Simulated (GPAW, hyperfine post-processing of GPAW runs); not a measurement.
# Reading the 17O spectrum of MgVBr2O

Calculated values: DFT, revPBE+U, plane-wave PAW, GPAW setups, collinear spin, scalar-relativistic (GPAW), contact and point-dipole shifts scaled to 340 K with Θ = 0 K (a pure Curie law); spin-only moments, above the ordering temperature.

```cif
data_structure
_symmetry_space_group_name_H-M 'P 1'
_symmetry_Int_Tables_number 1
_cell_length_a 7.9579
_cell_length_b 4.3445
_cell_length_c 7.7396
_cell_angle_alpha 74.030
_cell_angle_beta 75.304
_cell_angle_gamma 89.996
_cell_volume 248.14
loop_
_atom_site_label
_atom_site_type_symbol
_atom_site_fract_x
_atom_site_fract_y
_atom_site_fract_z
_atom_site_occupancy
Br1 Br 0.18723 0.87520 0.25465 1
Br2 Br 0.68723 0.87520 0.25465 1
Br3 Br 0.31277 0.12480 0.74535 1
Br4 Br 0.81277 0.12480 0.74535 1
V5 V 0.00000 0.00000 0.00000 1
V6 V 0.50000 0.00000 0.00000 1
Mg7 Mg 0.25000 0.50000 0.00000 1
Mg8 Mg 0.75000 0.50000 0.00000 1
O9 O 0.00000 0.50000 0.00000 1
O10 O 0.50000 0.50000 0.00000 1
```

17O MAS at 7.05 T (40.7 MHz), 40 kHz, 340 K; contact and dipolar shift alone, no orbital or quadrupolar part; lines under 1.5 % of the strongest are left out. NMR lines, with heights relative to the strongest:

```csv
position (ppm),intensity
-3720.5,4.9
-2737.9,32
-1755.3,100
-772.7,56
209.9,28
1192.5,42
2175.1,15
3157.7,5.2
```

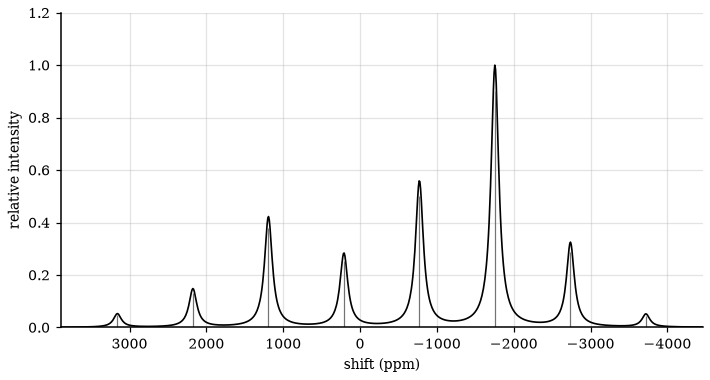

The NMR spectrum, broadened with Lorentzians of width 123 ppm; bars mark the lines.

**Question.** Which lines are isotropic ones rather than spinning sidebands, and which O atoms give them?

Sidebands are spaced by 983 ppm (the spinning rate over the resonance of 40.7 MHz). An isotropic line need not be the tallest: it is the area-weighted centre of its own family of sidebands, and the one that stays put when the rate is changed. Isotropic shifts: -773 ppm for atom 9 and the 1 atom equivalent to it (bonded to 2 V at 2.17 Å), reduced anisotropy 3507 ppm.

[Logs are printed without paths, hosts, clocks, repeated set-up lines and the standing remarks that a program may print on its own settings, such as how far it seeks lower states.]

[Hosts, paths, dates, database ids (printed as entryN), source tags and the programs' standing remarks are cut or masked in the printed files.]
